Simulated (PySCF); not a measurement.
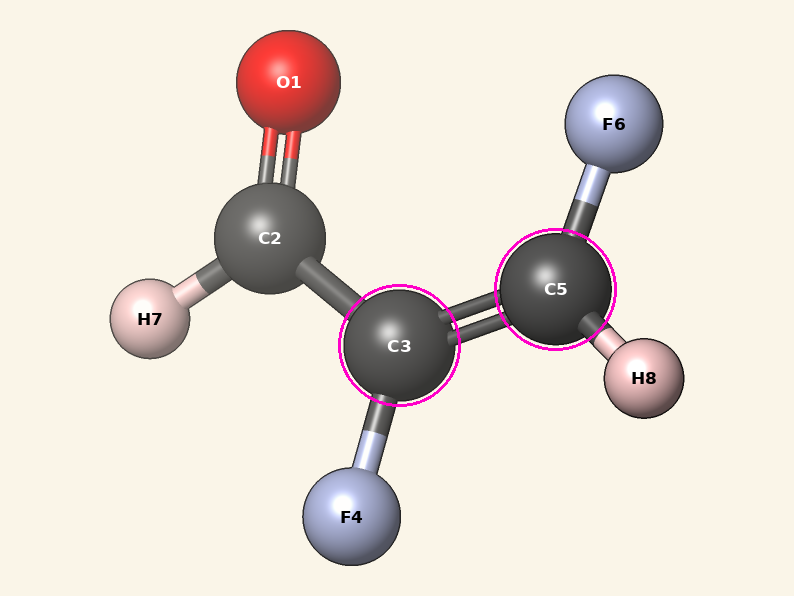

Atoms fade into the background with distance from the viewer. Circles mark the stereogenic atoms. The computed structure is the end point of a PBE0-D3(BJ)/def2-SVP optimisation. No frequency run is at hand to confirm it as a minimum.

### What are the Cahn–Ingold–Prelog descriptors?

C3=C5: E.
